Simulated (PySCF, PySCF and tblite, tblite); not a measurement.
# methyl benzoate (C8H8O2): conformers and averaged spectra

Aim: find the conformers of methyl benzoate (C8H8O2) (`COC(=O)c1ccccc1`), weigh them, and average their properties.

Computed with tblite 0.8.0 (tight binding) and PySCF 2.14.0 (DFT, with response routines of our own); each step states its level. Atoms count from 0 throughout.

## 1. The molecule as given

18 atoms, charge 0, multiplicity 1; geometry from: MMFF94s geometry.

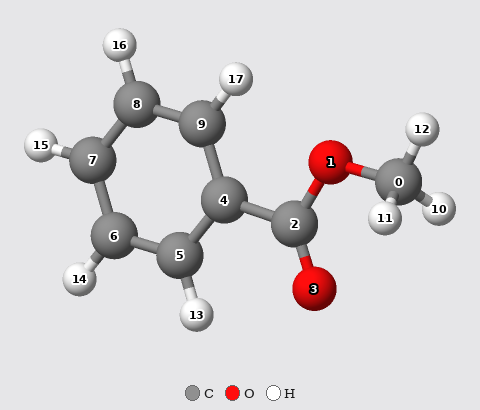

The starting geometry (carbon grey, oxygen red, hydrogen white), atoms numbered.

## 2. GFN2-xTB relaxation, conformer 1

Job settings and geometry (Å):

```
{"job": {"xc": "GFN2-xTB", "basis": "xTB", "kind": "relax"}, "charge": 0, "multiplicity": 1}
C      3.396800     0.409300    -0.383800
O      1.962100     0.537800    -0.463000
C      1.308100    -0.397900     0.281200
O      1.810100    -1.266800     0.943700
C     -0.173300    -0.205000     0.161400
C     -1.019100    -1.082600     0.847400
C     -2.400400    -0.941100     0.762500
C     -2.948500     0.075700    -0.008200
C     -2.119700     0.946400    -0.707100
C     -0.740500     0.813900    -0.622500
H      3.707600    -0.558600    -0.778500
H      3.730600     0.544700     0.648200
H      3.821000     1.201500    -0.991800
H     -0.587500    -1.878700     1.458100
H     -3.051400    -1.620600     1.310700
H     -4.037600     0.178900    -0.065000
H     -2.557600     1.744000    -1.311700
H     -0.109500     1.505400    -1.177500
```

Run with:

```console
OMP_NUM_THREADS=1 python ens_run.py task.json out
```

One launch serves the whole session.

The log of the run:

```text
step      E/eV     max force
  0    -798.11832    1.498
  1    -798.16467    0.994
  2    -798.18160    0.439
  3    -798.18799    0.256
  4    -798.19171    0.148
  5    -798.19394    0.139
  6    -798.19538    0.076
  7    -798.19621    0.064
  8    -798.19664    0.045
  9    -798.19688    0.030
 10    -798.19688    0.030
 11    -798.19697    0.026
 12    -798.19712    0.040
 13    -798.19719    0.040
 14    -798.19728    0.032
 15    -798.19739    0.026
 16    -798.19743    0.020
 17    -798.19747    0.016
 18    -798.19749    0.012
 19    -798.19750    0.010
 20    -798.19751    0.008
 21    -798.19751    0.005
 22    -798.19752    0.005
 23    -798.19752    0.006
 24    -798.19752    0.005
 25    -798.19752    0.005
 26    -798.19752    0.005
 27    -798.19753    0.006
 28    -798.19753    0.006
 29    -798.19753    0.004
 30    -798.19754    0.003
```

Wall time 0.24 s (1 thread of Arm Neoverse V1, shared host).

Gain 0.079 eV; displacement 0.02 Å root mean square.

## 3. Shieldings, conformer 1: PBE0/pcSseg-1 in chloroform

Job settings and geometry (Å):

```
{"job": {"xc": "PBE0", "basis": "pcSseg-1", "solvent": "chloroform", "kind": "nmr", "pop": true}, "charge": 0, "multiplicity": 1}
C      3.382857     0.408279    -0.380062
O      1.970453     0.522033    -0.445991
C      1.278619    -0.382252     0.266780
O      1.809932    -1.243038     0.925479
C     -0.187532    -0.199463     0.150706
C     -1.018421    -1.075318     0.845779
C     -2.390903    -0.938539     0.765696
C     -2.941280     0.071717    -0.007316
C     -2.118036     0.945111    -0.700776
C     -0.743995     0.813932    -0.625227
H      3.703319    -0.566388    -0.754336
H      3.724719     0.515902     0.651577
H      3.782078     1.206534    -1.000506
H     -0.565802    -1.853797     1.441101
H     -3.033755    -1.617999     1.305157
H     -4.014198     0.179268    -0.069802
H     -2.550341     1.731063    -1.302309
H     -0.096474     1.489273    -1.161770
```

The log of the run:

```text
coarse grid: 15824 points
cycle   1  E = -459.3347352367  dE =  1.878e+00  |g| = 8.702e-01  |ddm| = 4.180e+00
cycle   2  E = -459.0770894568  dE =  2.576e-01  |g| = 1.479e+00  |ddm| = 2.030e+00
cycle   3  E = -459.4682997236  dE = -3.912e-01  |g| = 2.208e-01  |ddm| = 1.447e+00
cycle   4  E = -459.4769912311  dE = -8.692e-03  |g| = 7.987e-02  |ddm| = 2.314e-01
cycle   5  E = -459.4779978982  dE = -1.007e-03  |g| = 2.077e-02  |ddm| = 5.761e-02
cycle   6  E = -459.4780914339  dE = -9.354e-05  |g| = 4.953e-03  |ddm| = 2.471e-02
cycle   7  E = -459.4780962029  dE = -4.769e-06  |g| = 1.695e-03  |ddm| = 5.414e-03
final grid: 155056 points
cycle   8  E = -459.5580050680  dE = -2.661e-05  |g| = 1.297e-02  |ddm| = 5.285e-02
cycle   9  E = -459.5579672482  dE =  3.782e-05  |g| = 1.946e-02  |ddm| = 2.762e-02
cycle  10  E = -459.5580375019  dE = -7.025e-05  |g| = 2.193e-03  |ddm| = 1.678e-02
cycle  11  E = -459.5580384309  dE = -9.290e-07  |g| = 4.637e-04  |ddm| = 1.838e-03
cycle  12  E = -459.5580384673  dE = -3.636e-08  |g| = 1.593e-04  |ddm| = 4.709e-04
cycle  13  E = -459.5580384718  dE = -4.550e-09  |g| = 4.295e-05  |ddm| = 1.619e-04
cycle  14  E = -459.5580384722  dE = -3.847e-10  |g| = 1.413e-05  |ddm| = 5.246e-05
converged SCF energy = -459.5580384722

GIAO shielding tensors (ppm)
atom      isotropic    diamagn.    paramagn.     s11        s22        s33       span
  0 C      132.590     241.036    -108.445    102.723    116.812    178.236     75.512
  1 O      153.352     403.450    -250.098    -34.955    242.658    252.353    287.307
  2 C       12.183     251.211    -239.028    -78.755     45.987     69.316    148.071
  3 O      -61.134     404.777    -465.911   -316.905   -203.586    337.087    653.993
  4 C       52.828     260.799    -207.971    -43.354     40.469    161.369    204.724
  5 C       49.909     247.601    -197.692    -59.474     26.774    182.427    241.902
  6 C       52.527     253.929    -201.402    -57.295     35.078    179.798    237.093
  7 C       46.605     253.743    -207.138    -66.488     26.749    179.554    246.042
  8 C       52.664     254.167    -201.503    -57.425     35.756    179.660    237.085
  9 C       50.674     249.209    -198.535    -53.553     25.237    180.339    233.891
 10 H       27.449      27.156       0.292     23.691     25.139     33.515      9.824
 11 H       27.441      27.177       0.264     23.683     25.148     33.493      9.810
 12 H       27.504      27.051       0.453     23.293     26.197     33.023      9.730
 13 H       23.068      32.663      -9.594     18.705     22.625     27.875      9.170
 14 H       23.720      29.402      -5.682     20.092     24.316     26.754      6.662
 15 H       23.649      28.927      -5.278     20.407     23.918     26.622      6.215
 16 H       23.788      30.190      -6.402     20.155     24.281     26.928      6.773
 17 H       23.164      33.335     -10.171     18.352     22.549     28.591     10.239
```

Wall time 38 s (1 thread of Arm Neoverse V1, shared host); peak memory 1.2 GiB.

This run: HOMO -7.65 eV, LUMO -1.42 eV; dipole 2.42 D.

## 4. Couplings, conformer 1: B3LYP/6-31G*+pcJ-1

Changed since step 3:

```diff
@@ -1,2 +1,2 @@
-{"job": {"xc": "PBE0", "basis": "pcSseg-1", "solvent": "chloroform", "kind": "nmr", "pop": true}, "charge": 0, "multiplicity": 1}
+{"job": {"xc": "B3LYP", "basis": {"default": "6-31G*", "H": "pcJ-1"}, "nuclei": ["H", "F", "P", "Si", "B"], "kind": "j"}, "charge": 0, "multiplicity": 1}
 C      3.382857     0.408279    -0.380062
```

The log of the run:

```text
coarse grid: 15824 points
cycle   1  E = -460.0325552813  dE =  1.833e+00  |g| = 9.544e-01  |ddm| = 4.292e+00
cycle   2  E = -459.6013733488  dE =  4.312e-01  |g| = 1.770e+00  |ddm| = 2.339e+00
cycle   3  E = -460.1911283961  dE = -5.898e-01  |g| = 3.429e-01  |ddm| = 1.733e+00
cycle   4  E = -460.2143027353  dE = -2.317e-02  |g| = 1.042e-01  |ddm| = 3.664e-01
cycle   5  E = -460.2160906722  dE = -1.788e-03  |g| = 3.337e-02  |ddm| = 9.114e-02
cycle   6  E = -460.2163483325  dE = -2.577e-04  |g| = 7.745e-03  |ddm| = 3.797e-02
cycle   7  E = -460.2163607936  dE = -1.246e-05  |g| = 3.382e-03  |ddm| = 1.029e-02
cycle   8  E = -460.2163638355  dE = -3.042e-06  |g| = 7.804e-04  |ddm| = 3.740e-03
final grid: 155056 points
cycle   9  E = -460.1327773014  dE = -3.663e-05  |g| = 7.089e-03  |ddm| = 3.043e-02
cycle  10  E = -460.1327702191  dE =  7.082e-06  |g| = 9.047e-03  |ddm| = 1.491e-02
cycle  11  E = -460.1327897357  dE = -1.952e-05  |g| = 2.096e-03  |ddm| = 9.279e-03
cycle  12  E = -460.1327906089  dE = -8.732e-07  |g| = 4.163e-04  |ddm| = 1.983e-03
cycle  13  E = -460.1327906375  dE = -2.867e-08  |g| = 1.616e-04  |ddm| = 4.608e-04
cycle  14  E = -460.1327906425  dE = -4.994e-09  |g| = 4.837e-05  |ddm| = 1.744e-04
cycle  15  E = -460.1327906431  dE = -5.338e-10  |g| = 1.627e-05  |ddm| = 5.606e-05
converged SCF energy = -460.1327906431

Indirect spin-spin couplings (Hz)
  i      j    bonds     total        FC       PSO       DSO        SD
 10 H   11 H    2    -13.106   -12.655     1.828    -2.280         -
 10 H   12 H    2    -10.869   -10.238     2.030    -2.661         -
 10 H   13 H    6     -0.241    -0.075     0.366    -0.532         -
 10 H   14 H    7     -0.206     0.017     0.447    -0.670         -
 10 H   15 H    8     -0.309    -0.065     0.477    -0.722         -
 10 H   16 H    7     -0.199     0.029     0.482    -0.710         -
 10 H   17 H    6     -0.262    -0.058     0.503    -0.707         -
 11 H   12 H    2    -10.890   -10.260     2.028    -2.659         -
 11 H   13 H    6     -0.240    -0.074     0.364    -0.529         -
 11 H   14 H    7     -0.205     0.017     0.446    -0.669         -
 11 H   15 H    8     -0.309    -0.064     0.477    -0.722         -
 11 H   16 H    7     -0.199     0.028     0.483    -0.710         -
 11 H   17 H    6     -0.263    -0.057     0.505    -0.710         -
 12 H   13 H    6     -0.308     0.023     0.713    -1.044         -
 12 H   14 H    7     -0.247     0.015     0.535    -0.796         -
 12 H   15 H    8     -0.222     0.004     0.450    -0.676         -
 13 H   14 H    3      8.999     9.162     0.145    -0.309         -
 13 H   15 H    4      0.544     1.178     1.167    -1.802         -
 13 H   17 H    4      1.021     1.689     1.204    -1.872         -
 14 H   15 H    3      8.388     8.601     0.217    -0.429         -
 14 H   16 H    4      0.432     1.091     1.208    -1.867         -
 15 H   16 H    3      8.409     8.620     0.207    -0.418         -
 15 H   17 H    4      0.452     1.077     1.154    -1.779         -
 16 H   17 H    3      9.009     9.150     0.097    -0.237         -
```

Run time: 42 s. Hardware: 1 thread of Arm Neoverse V1, shared host; peak memory 1 GiB.

Key values: HOMO -7.05 eV, LUMO -1.15 eV; dipole 1.89 D.

## 5. Boltzmann average: properties at PBE0/pcSseg-1 in chloroform

Job settings and geometry (Å):

```
{"job": {"study": "conf", "smiles": "COC(=O)c1ccccc1", "search": {"seed": 4929, "n_embed": 90, "ff_keep": 18, "window": 3.0, "nmax": 10, "temps": [250, 273.15, 298.15, 323.15, 373.15], "t_ref": 298.15, "order": 0.001}, "level": {"nmr": {"xc": "PBE0", "basis": "pcSseg-1", "solvent": "chloroform"}, "j": {"xc": "B3LYP", "basis": {"default": "6-31G*", "H": "pcJ-1"}, "nuclei": ["H", "F", "P", "Si", "B"]}}, "kind": "conf"}, "charge": 0, "multiplicity": 1}
C      3.382857     0.408279    -0.380062
O      1.970453     0.522033    -0.445991
C      1.278619    -0.382252     0.266780
O      1.809932    -1.243038     0.925479
C     -0.187532    -0.199463     0.150706
C     -1.018421    -1.075318     0.845779
C     -2.390903    -0.938539     0.765696
C     -2.941280     0.071717    -0.007316
C     -2.118036     0.945111    -0.700776
C     -0.743995     0.813932    -0.625227
H      3.703319    -0.566388    -0.754336
H      3.724719     0.515902     0.651577
H      3.782078     1.206534    -1.000506
H     -0.565802    -1.853797     1.441101
H     -3.033755    -1.617999     1.305157
H     -4.014198     0.179268    -0.069802
H     -2.550341     1.731063    -1.302309
H     -0.096474     1.489273    -1.161770
```

The log of the run:

```text
conformer  sym    E(xTB)   E(DFT)   G(298.15 K)  weight  dipole/D
    1     Cs      0.000    0.000    0.000   1.0000    2.415

mean shielding (ppm) by class
class atoms           250 K   273.15 K   298.15 K   323.15 K   373.15 K
  0 C  0             132.59     132.59     132.59     132.59     132.59
  1 O  1            153.352    153.352    153.352    153.352    153.352
  2 C  2             12.183     12.183     12.183     12.183     12.183
  3 O  3            -61.135    -61.135    -61.135    -61.135    -61.135
  4 C  4             52.828     52.828     52.828     52.828     52.828
  5 C  5,9           50.292     50.292     50.292     50.292     50.292
  6 C  6,8           52.595     52.595     52.595     52.595     52.595
  7 C  7             46.605     46.605     46.605     46.605     46.605
  8 H  10,11,12      27.465     27.465     27.465     27.465     27.465
  9 H  13,17         23.116     23.116     23.116     23.116     23.116
 10 H  14,16         23.754     23.754     23.754     23.754     23.754
 11 H  15            23.649     23.649     23.649     23.649     23.649
```

It took 81 s on 1 thread of Arm Neoverse V1, shared host. This counts the runs that the step sums up.

The search (ETKDG and KDG, MMFF94s, GFN2-xTB) embedded 90 structures, kept 1 distinct ones after the force field and 1 after xTB; 1 was carried on (window 3.0 kcal/mol at the search's own energies). Energies: PBE0/pcSseg-1 in chloroform with D3(BJ).

Conformer by conformer (298 K):

```tsv
no.	group	mirror pair	ΔE xTB	ΔE DFT	ΔG	weight (%)	μ (D)	C0–O1–C2–O3 (°)	O1–C2–C4–C5 (°)	A, B, C (GHz)
1	Cs	no	0.00	0.00	0.00	100.0	2.42	0	-180	3.56, 0.85, 0.69
```

Energies in kcal/mol. ΔG holds xTB vibrations and rotation, symmetry numbers and mirror pairs.

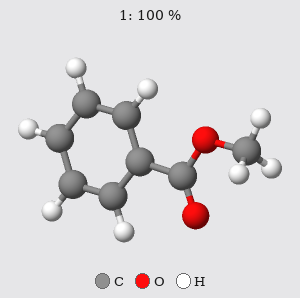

The one conformer.

Shifts against references run at the same level (1H TMS 31.70, 13C TMS 187.6, 17O H2O 342.2 ppm of shielding), by class of atoms, at 298 K:

```tsv
atoms	environment	average	measured
C2	ester carbonyl carbon	175.4	–
C7	aromatic CH	141.0	–
C5, C9	aromatic CH	137.3	–
C6, C8	aromatic CH	135.0	–
C4	substituted aromatic carbon	134.8	–
C0	methyl carbon bonded to O	55.0	51.8
H13, H17	hydrogen on an aromatic CH	8.58	8.03
H15	hydrogen on an aromatic CH	8.05	7.53
H14, H16	hydrogen on an aromatic CH	7.94	7.42
H10, H11, H12	hydrogen on a methyl carbon bonded to O	4.23	3.90
O3	ester carbonyl oxygen	403.4	–
O1	ester alkoxy oxygen	188.9	–
```

Measured: solution, not stated in the table (CDCl3 in this author's series); The use of chemical shift calculations in the conformational analysis of substituted benzenes, New J. Chem. 2019 (ESI); solution, not stated per compound (mostly CDCl3 or CCl4); Pretsch, Buehlmann, Badertscher, Structure Determination of Organic Compounds, 4th ed. (2009).

Couplings (Hz, B3LYP/6-31G*+pcJ-1; one pair named for each class), from conformers that hold 100 % of the weight:

```tsv
pair	bonds	average
H10–H11	2	-11.6
H13–H14	3	9.0
H14–H15	3	8.4
H13–H17	4	1.0
H13–H15	4	0.5
```

Effective distances for nuclear Overhauser effects, ⟨r⁻⁶⟩^(−1/6) over all pairs of two classes (Å): H14···H15 2.46; H13···H14 2.77.

## 6. Results

| quantity | value |
| --- | --- |
| conformers | 1; the first in weight is no. 1 (Cs), 100 % at 298 K |
| root-mean-square dipole | 2.42 D |
| averaged 13C shifts (PBE0/pcSseg-1 in chloroform) | 175.4, 141.0, 137.3, 135.0, 134.8, 55.0 ppm |
| averaged 1H shifts (PBE0/pcSseg-1 in chloroform) | 8.58, 8.05, 7.94, 4.23 ppm |

**Reading.** The search found one conformer in the window, so the averages are its own values. Against 4 measured 1H shifts the average misses by 0.48 ppm. Against 1 measured 13C shift the average misses by 3.2 ppm. Vibration is missing from the shifts, so part of that gap is not the functional's.
